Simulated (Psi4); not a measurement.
**A workflow on BN2H5 (SMILES NBN)**

Aim: a structure relaxation (HF/pcseg-1), then vibrational wavenumbers of BN2H5. 

Program for the calculation: Psi4 1.11.

### 1 The molecule

BN2H5: 8 atoms, total charge 0, spin state singlet. As SMILES, `NBN`. All atoms were displaced at random from a relaxed shape. The run starts from this shape.

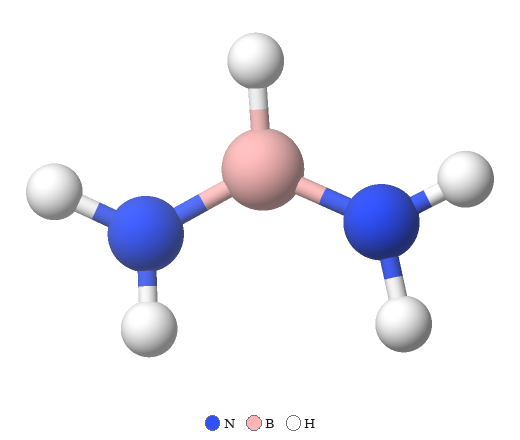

Viewed from a chosen angle; nitrogen blue, boron pink, hydrogen white.

### 2 A structure relaxation at HF/pcseg-1 (density fitting) (run 1)

File bh5n2.xyz:

```xyz
8
BH5N2
N     -0.908983     0.535265    -0.595801
B      0.179778     0.326496     0.257619
N      0.902615    -0.886424     0.405800
H     -1.493462    -0.248261    -1.112992
H     -1.423020     1.381041    -0.753478
H      0.740122     1.272957     0.609032
H      1.842616    -1.004885     0.898360
H      0.497911    -1.712168    -0.004297
```

File job.py:

```python
import psi4

psi4.set_memory('1600 MB')
psi4.set_num_threads(1)
psi4.core.set_output_file('psi4.out', False)

with open('bh5n2.xyz') as f:
    atoms = ''.join(f.readlines()[2:])
geom = psi4.geometry('0 1\n' + atoms + 'symmetry c1')

psi4.set_options({
    'geom_maxiter': 60,
})

e = psi4.optimize("scf/pcseg-1", molecule=geom)
print(f'scf/pcseg-1 energy: {e:.10f} Eh')
print(geom.to_string(dtype='xyz', units='Angstrom'))
```

The run is started by

```
python job.py
```

psi4.out:

```text
gradient() will perform analytic gradient computation.

   => Loading Basis Set <=

    Name: PCSEG-1
    Role: ORBITAL
    Keyword: BASIS

         ---------------------------------------------------------
                                   SCF
                              RHF Reference
                        1 Threads,   1525 MiB Core
         ---------------------------------------------------------

  ==> Geometry <==

    Molecular point group: c1
    Full point group: C1

    Geometry (in Angstrom), charge = 0, multiplicity = 1:

       Center              X                  Y                   Z               Mass
    ------------   -----------------  -----------------  -----------------  -----------------
         N           -0.955641281713     0.572413541964    -0.591474315832    14.003074004430
         B            0.133119718287     0.363644541964     0.261945684168    11.009305360000
         N            0.855956718287    -0.849275458036     0.410126684168    14.003074004430
[... 4 lines of this table left out ...]
         H            0.451252718287    -1.675019458036     0.000029684168     1.007825032230

  Running in c1 symmetry.

  Rotational constants: A =      1.87090  B =      0.29279  C =      0.25396 [cm^-1]
  Rotational constants: A =  56088.10739  B =   8777.57615  C =   7613.60006 [MHz]
  Nuclear repulsion =   68.101710174894905

  Charge       = 0
  Multiplicity = 1
  Electrons    = 24
  Nalpha       = 12
  Nbeta        = 12

  ==> Algorithm <==

  SCF Algorithm Type is DF.
  DIIS enabled.
  MOM disabled.
  Fractional occupation disabled.
  Guess Type is SAD.
  Energy threshold   = 1.00e-08
  Density threshold  = 1.00e-08
  Integral threshold = 1.00e-12

  ==> Primary Basis <==

  Basis Set: PCSEG-1
    Blend: PCSEG-1
    Number of shells: 33
    Number of basis functions: 67
    Number of Cartesian functions: 70
    Spherical Harmonics?: true
    Max angular momentum: 2

   => Loading Basis Set <=

    Name: (PCSEG-1 AUX)
    Role: JKFIT
    Keyword: DF_BASIS_SCF

  ==> Integral Setup <==

  DFHelper Memory: AOs need 0.012 GiB; user supplied 1.118 GiB.
  SCF_SUBTYPE=INCORE selected. In-core MEM_DF algorithm will be used.
  Using in-core AOs.

  ==> MemDFJK: Density-Fitted J/K Matrices <==

    J tasked:                   Yes
    K tasked:                   Yes
    wK tasked:                   No
    Memory [MiB]:              1144
    Algorithm:                 Core
    Schwarz Cutoff:           1E-12
    Mask sparsity (%):       0.7129
    Fitting Condition:        1E-10

   => Auxiliary Basis Set <=

  Basis Set: (PCSEG-1 AUX)
    Blend: DEF2-UNIVERSAL-JKFIT
    Number of shells: 105
    Number of basis functions: 319
    Number of Cartesian functions: 375
    Spherical Harmonics?: true
    Max angular momentum: 4

  Minimum eigenvalue in the overlap matrix is 9.8829624339E-03.
  Reciprocal condition number of the overlap matrix is 1.9466178460E-03.
    Using symmetric orthogonalization.

  ==> Pre-Iterations <==

  SCF Guess: Superposition of Atomic Densities via on-the-fly atomic UHF (no occupation information).

   -------------------------
    Irrep   Nso     Nmo
   -------------------------
     A         67      67
   -------------------------
    Total      67      67
   -------------------------

  ==> Iterations <==

                           Total Energy        Delta E     RMS |[F,P]|

   @DF-RHF iter SAD:  -135.55688752377301   -1.35557e+02   0.00000e+00
   @DF-RHF iter   1:  -136.35673661633533   -7.99849e-01   8.55067e-03 ADIIS/DIIS
   @DF-RHF iter   2:  -136.48176219550422   -1.25026e-01   4.55890e-03 ADIIS/DIIS
   @DF-RHF iter   3:  -136.52118842244485   -3.94262e-02   5.53884e-04 ADIIS/DIIS
   @DF-RHF iter   4:  -136.52224556464193   -1.05714e-03   1.24208e-04 ADIIS/DIIS
   @DF-RHF iter   5:  -136.52229297984994   -4.74152e-05   2.46447e-05 DIIS
   @DF-RHF iter   6:  -136.52229609470677   -3.11486e-06   6.44751e-06 DIIS
   @DF-RHF iter   7:  -136.52229630868001   -2.13973e-07   2.68398e-06 DIIS
   @DF-RHF iter   8:  -136.52229633309156   -2.44115e-08   6.48535e-07 DIIS
   @DF-RHF iter   9:  -136.52229633477612   -1.68455e-09   1.28815e-07 DIIS
   @DF-RHF iter  10:  -136.52229633487724   -1.01124e-10   2.91067e-08 DIIS
   @DF-RHF iter  11:  -136.52229633488338   -6.13909e-12   6.24091e-09 DIIS
  Energy and wave function converged.

  ==> Post-Iterations <==

    Orbital Energies [Eh]
    ---------------------

    Doubly Occupied:

       1A    -15.529338     2A    -15.521288     3A     -7.576074
       4A     -1.146167     5A     -1.107062     6A     -0.712320
       7A     -0.667127     8A     -0.620184     9A     -0.593244
      10A     -0.470950    11A     -0.454825    12A     -0.376268

    Virtual:

      13A      0.158949    14A      0.184611    15A      0.202895
      16A      0.205997    17A      0.247496    18A      0.313165
      19A      0.319013    20A      0.340732    21A      0.459681
[... 14 lines of this table left out ...]
      64A      3.542545    65A      3.677692    66A      3.835618
      67A      3.985474

    Final Occupation by Irrep:
              A
    DOCC [    12 ]
    NA   [    12 ]
    NB   [    12 ]

  @DF-RHF Final Energy:  -136.52229633488338

   => Energetics <=

    Nuclear Repulsion Energy =             68.1017101748949045
    One-Electron Energy =                -319.6983210729688381
    Two-Electron Energy =                 115.0743145631905548
    Total Energy =                       -136.5222963348833787

Computation Completed

Properties will be evaluated at   0.000000,   0.000000,   0.000000 [a0]

Properties computed using the SCF density matrix

 Multipole Moments:

[... 7 lines left out ...]
 Dipole Z            :          0.3912212           -0.5696515           -0.1784302
[... 113 lines left out ...]
	  Convergence Criteria     1.00e-06 *    3.00e-04 *             o    1.20e-03 *             o~
[... 105 lines left out ...]
   @DF-RHF iter   2:  -136.54431853612033   -8.50263e-04   2.60595e-04 ADIIS/DIIS
[... 3 lines left out ...]
   @DF-RHF iter   6:  -136.54446777777332   -6.65095e-08   1.15909e-06 DIIS
[... 3 lines left out ...]
   @DF-RHF iter  10:  -136.54446778488327   -4.94538e-12   4.17045e-09 DIIS
[... 14 lines left out ...]
    Nuclear Repulsion Energy =             69.0049209718179810
[... 17 lines left out ...]
 Dipole X            :         -0.0264599           -0.2730742           -0.2995340
[... 87 lines left out ...]
	Measures of convergence in internal coordinates in au.
[... 90 lines left out ...]
   @DF-RHF iter   0:  -136.53779817929095   -1.36538e+02   1.21615e-03
[... 3 lines left out ...]
   @DF-RHF iter   4:  -136.54568718275155   -2.49298e-06   4.17079e-06 DIIS
[... 3 lines left out ...]
   @DF-RHF iter   8:  -136.54568731359228   -3.81988e-11   2.69487e-08 DIIS
[... 11 lines left out ...]
  @DF-RHF Final Energy:  -136.54568731359501
[... 6 lines left out ...]
    Total Energy =                       -136.5456873135950104
[... 100 lines left out ...]
	                                 ==> Convergence Check <==
[... 90 lines left out ...]
                           Total Energy        Delta E     RMS |[F,P]|
[... 4 lines left out ...]
   @DF-RHF iter   3:  -136.54589394718536   -4.11023e-06   1.10887e-05 DIIS
[... 3 lines left out ...]
   @DF-RHF iter   7:  -136.54589452821460   -3.11871e-10   7.38633e-08 DIIS
[... 6 lines left out ...]
    Final Occupation by Irrep:
[... 11 lines left out ...]
    Two-Electron Energy =                 115.8429594312712112
[... 17 lines left out ...]
 Dipole Z            :          0.0132637           -0.1654637           -0.1521999
[... 92 lines left out ...]
	  Convergence Criteria     1.00e-06 *    3.00e-04 *             o    1.20e-03 *             o
[... 74 lines left out ...]
   @DF-RHF iter   2:  -136.54592327894844   -5.70748e-06   1.17515e-05 DIIS
[... 3 lines left out ...]
   @DF-RHF iter   6:  -136.54592420482649   -1.64508e-09   7.43791e-08 DIIS
[... 6 lines left out ...]
    Final Occupation by Irrep:
[... 11 lines left out ...]
    Two-Electron Energy =                 115.8179167519777479
[... 17 lines left out ...]
 Dipole Z            :          0.0117722           -0.1836837           -0.1719115
[... 92 lines left out ...]
	  Convergence Criteria     1.00e-06 *    3.00e-04 *             o    1.20e-03 *             o
[... 74 lines left out ...]
   @DF-RHF iter   2:  -136.54594078769566   -8.13450e-06   1.39531e-05 DIIS
[... 3 lines left out ...]
   @DF-RHF iter   6:  -136.54594209163182   -2.76339e-09   9.76275e-08 DIIS
[... 6 lines left out ...]
    Final Occupation by Irrep:
[... 11 lines left out ...]
    Two-Electron Energy =                 115.8211890670923481
[... 17 lines left out ...]
 Dipole Z            :          0.0104408           -0.2079222           -0.1974814
[... 92 lines left out ...]
	  Convergence Criteria     1.00e-06 *    3.00e-04 *             o    1.20e-03 *             o
[... 74 lines left out ...]
   @DF-RHF iter   2:  -136.54594517452574   -9.73222e-07   4.85722e-06 DIIS
[... 3 lines left out ...]
   @DF-RHF iter   6:  -136.54594532731022   -3.48479e-10   3.32497e-08 DIIS
[... 6 lines left out ...]
    Final Occupation by Irrep:
[... 11 lines left out ...]
    Two-Electron Energy =                 115.8257368857381380
[... 17 lines left out ...]
 Dipole Z            :          0.0125065           -0.2174411           -0.2049346
[... 92 lines left out ...]
	  Convergence Criteria     1.00e-06 *    3.00e-04 *             o    1.20e-03 *             o
[... 74 lines left out ...]
   @DF-RHF iter   2:  -136.54594635103669   -4.53515e-07   3.32899e-06 DIIS
[... 3 lines left out ...]
   @DF-RHF iter   6:  -136.54594642603800   -1.20309e-10   2.04638e-08 DIIS
[... 11 lines left out ...]
  @DF-RHF Final Energy:  -136.54594642604113
[... 6 lines left out ...]
    Total Energy =                       -136.5459464260411266
[... 100 lines left out ...]
	                                 ==> Convergence Check <==
[... 79 lines left out ...]
                           Total Energy        Delta E     RMS |[F,P]|
[... 4 lines left out ...]
   @DF-RHF iter   3:  -136.54594659140159   -9.67717e-09   4.20307e-07 DIIS
[... 3 lines left out ...]
  Energy and wave function converged.
[... 1 line left out ...]
  ==> Post-Iterations <==

    Orbital Energies [Eh]
    ---------------------

    Doubly Occupied:

       1A    -15.515414     2A    -15.515398     3A     -7.578806
       4A     -1.160118     5A     -1.121480     6A     -0.714006
       7A     -0.685023     8A     -0.654777     9A     -0.588036
      10A     -0.481327    11A     -0.457973    12A     -0.376782

    Virtual:

      13A      0.167137    14A      0.194609    15A      0.206382
      16A      0.208707    17A      0.253399    18A      0.300206
      19A      0.319917    20A      0.354604    21A      0.482970
[... 14 lines of this table left out ...]
      64A      3.679559    65A      3.711608    66A      3.831119
      67A      4.057149

    Final Occupation by Irrep:
              A
    DOCC [    12 ]
    NA   [    12 ]
    NB   [    12 ]

  @DF-RHF Final Energy:  -136.54594659274099

   => Energetics <=

    Nuclear Repulsion Energy =             68.9791115874750886
    One-Electron Energy =                -321.3518378424028583
    Two-Electron Energy =                 115.8267796621868087
    Total Energy =                       -136.5459465927409610

Computation Completed

Properties will be evaluated at   0.000000,   0.000000,   0.000000 [a0]

Properties computed using the SCF density matrix

 Multipole Moments:

 ------------------------------------------------------------------------------------
     Multipole            Electronic (a.u.)      Nuclear  (a.u.)        Total (a.u.)
 ------------------------------------------------------------------------------------

 L = 1.  Multiply by 2.5417464519 to convert [e a0] to [Debye]
 Dipole X            :          0.0140780           -0.2182952           -0.2042173
 Dipole Y            :          0.0282884           -0.4375918           -0.4093034
 Dipole Z            :          0.0145766           -0.2216827           -0.2071061
 Magnitude           :                                                    0.5021224

 ------------------------------------------------------------------------------------

	total time  =          0 seconds =       0.00 minutes

         ------------------------------------------------------------
                                   SCF GRAD
         ------------------------------------------------------------

  ==> Geometry <==

    Molecular point group: c1
    Full point group: C1

    Geometry (in Angstrom), charge = 0, multiplicity = 1:

       Center              X                  Y                   Z               Mass
    ------------   -----------------  -----------------  -----------------  -----------------
         N           -0.985612167262     0.540236091429    -0.552656091260    14.003074004430
         B            0.198940989279     0.396817631949     0.198904310792    11.009305360000
         N            0.831431580606    -0.847605888108     0.398767026532    14.003074004430
[... 4 lines of this table left out ...]
         H            0.500364223019    -1.712897357631     0.030315893755     1.007825032230

  Nuclear repulsion =   68.979111587475089

   => Auxiliary Basis Set <=

  Basis Set: (PCSEG-1 AUX)
    Blend: DEF2-UNIVERSAL-JKFIT
    Number of shells: 105
    Number of basis functions: 319
    Number of Cartesian functions: 375
    Spherical Harmonics?: true
    Max angular momentum: 4

  -Total Gradient:
     Atom            X                  Y                   Z
    ------   -----------------  -----------------  -----------------
       1        0.000000997059    -0.000006388371     0.000002434957
       2        0.000010960618     0.000009724394    -0.000007801990
       3       -0.000017349473    -0.000018276423     0.000039816097
[... 4 lines of this table left out ...]
       8        0.000002678008     0.000006974484    -0.000014692748

	total time  =          1 seconds =       0.02 minutes

    			-----------------------------------------

    			 OPTKING 3.0: for geometry optimizations

    			        with contributions from

    			-----------------------------------------

	                            ===> Fragment 1 <==

	 Z (Atomic Numbers)          Masses                          Geom
	       7.000000            14.003074         -1.86253706  1.02089826 -1.04436865
	       5.000000            11.009305          0.37594398  0.74987665  0.37587467
	       7.000000            14.003074          1.57117798 -1.60174299  0.75356047
[... 4 lines of this table left out ...]
	       1.000000             1.007825          0.94555134 -3.23690689  0.05728874

	 - Coordinate -           - BOHR/RAD -       - ANG/DEG -
	 R(1,2)           =         2.664834           1.410170
	 R(1,4)           =         1.884142           0.997045
	 R(1,5)           =         1.880700           0.995224
[... 20 lines of this table left out ...]
	 D(6,2,3,8)       =        -3.139577        -179.884516

	        --- Internal Coordinate Step in ANG or DEG, aJ/ANG or AJ/DEG ---
	-------------------------------------------------------------------------------
	           Coordinate      Previous         Force          Change          New
	           ----------      --------        ------          ------        ------
	               R(1,2)       1.41017       -0.00005        0.00000       1.41017
	               R(1,4)       0.99705       -0.00002       -0.00001       0.99704
	               R(1,5)       0.99522       -0.00003       -0.00001       0.99522
[... 20 lines of this table left out ...]
	           D(6,2,3,8)    -179.88452       -0.00000       -0.05805    -179.94257
	-------------------------------------------------------------------------------

	                                 ==> Convergence Check <==

	Measures of convergence in internal coordinates in au.

	Criteria marked as inactive (o), active & met (*), and active & unmet ( ).

	----------------------------------------------------------------------------------------------
	   Step    Total Energy     Delta E     Max Force     RMS Force      Max Disp      RMS Disp
	----------------------------------------------------------------------------------------------
	  Convergence Criteria     1.00e-06 *    3.00e-04 *             o    1.20e-03 *             o
	----------------------------------------------------------------------------------------------
	     9    -136.54594659   -1.67e-07 *    1.39e-05 *    7.11e-06 o    1.08e-03 *    4.27e-04 o  ~
	----------------------------------------------------------------------------------------------

Next Geometry in Ang
	Fragment 1 (Ang)

	    N  -0.9856934957   0.5402391025  -0.5525732368
	    B   0.1989635361   0.3968172208   0.1988282752
	    N   0.8316810095  -0.8475292257   0.3983780818
[... 4 lines of this table left out ...]
	    H   0.5002622823  -1.7129532399   0.0305409834

    Final optimized geometry and variables:
    Molecular point group: c1
    Full point group: C1

    Geometry (in Angstrom), charge = 0, multiplicity = 1:

    N           -0.985612167262     0.540236091429    -0.552656091260
    B            0.198940989279     0.396817631949     0.198904310792
    N            0.831431580606    -0.847605888108     0.398767026532
[... 4 lines of this table left out ...]
    H            0.500364223019    -1.712897357631     0.030315893755

[set-up sections that repeat, and orbital energies of the middle runs, are left out above]
```

On the terminal:

```text
Some dependencies such as QCElemental have not yet finished migration to pydantic v2. If issues are encountered please downgrade pydantic or upgrade QCElemental as appropriate
	Previous geometry is closer to target in internal coordinates, so using that one.

	Best geometry has RMS(Delta(q)) = 1.55e-03

	Previous geometry is closer to target in internal coordinates, so using that one.

	Best geometry has RMS(Delta(q)) = 1.54e-04

	Previous geometry is closer to target in internal coordinates, so using that one.

	Best geometry has RMS(Delta(q)) = 6.55e-07

	Previous geometry is closer to target in internal coordinates, so using that one.

	Best geometry has RMS(Delta(q)) = 1.83e-07

Optimizer: Optimization complete!
scf/pcseg-1 energy: -136.5459465927 Eh
8
0 1 BH5N2
N                    -0.985612167262     0.540236091429    -0.552656091260
B                     0.198940989279     0.396817631949     0.198904310792
N                     0.831431580606    -0.847605888108     0.398767026532
H                    -1.465055475134    -0.212636890921    -0.996970771277
H                    -1.422529196924     1.424469266186    -0.685716595023
H                     0.687796401968     1.372043973926     0.687784759964
H                     1.668466357390    -0.935042167878     0.929979184542
H                     0.500364223019    -1.712897357631     0.030315893755
```

Run time: 10 s. Hardware: 1 thread of Intel Xeon 6975P-C (Granite Rapids), shared host; peak memory 0.23 GiB.

Steps, from the record of the run:

```tsv
step	energy from the first frame kept (eV)	largest force (eV/Å)
0	0.0000	5.2988
1	-0.6033	0.8401
2	-0.6365	0.2502
3	-0.6421	0.1117
4	-0.6429	0.0638
5	-0.6434	0.0271
6	-0.6435	0.0147
7	-0.6436	0.0068
8	-0.6436	0.0024
```

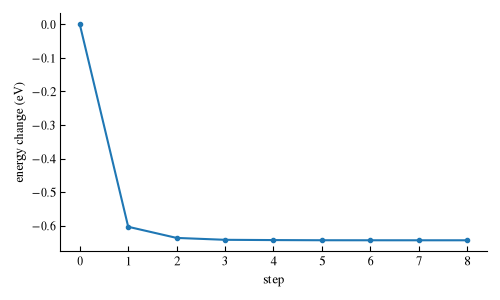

Energy along the run.

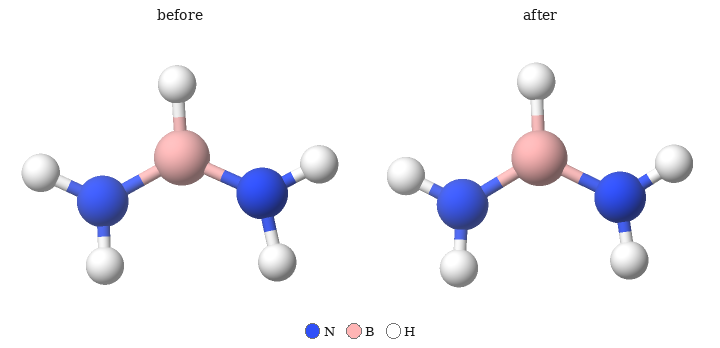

Before and after, at one scale.

After the run. Bond lengths: N1–B2 1.410 Å, B2–N3 1.410 Å, N1–H4 0.997 Å, N1–H5 0.995 Å, B2–H6 1.195 Å, N3–H7 0.995 Å, N3–H8 0.997 Å. Angles: N1–B2–N3 122.8°, N1–B2–H6 118.6°, N3–B2–H6 118.6°, B2–N1–H4 124.4°, B2–N1–H5 122.0°, B2–N3–H7 122.0°, B2–N3–H8 124.4°, H4–N1–H5 113.6°, H7–N3–H8 113.6°.

[end of part 1 of 2]
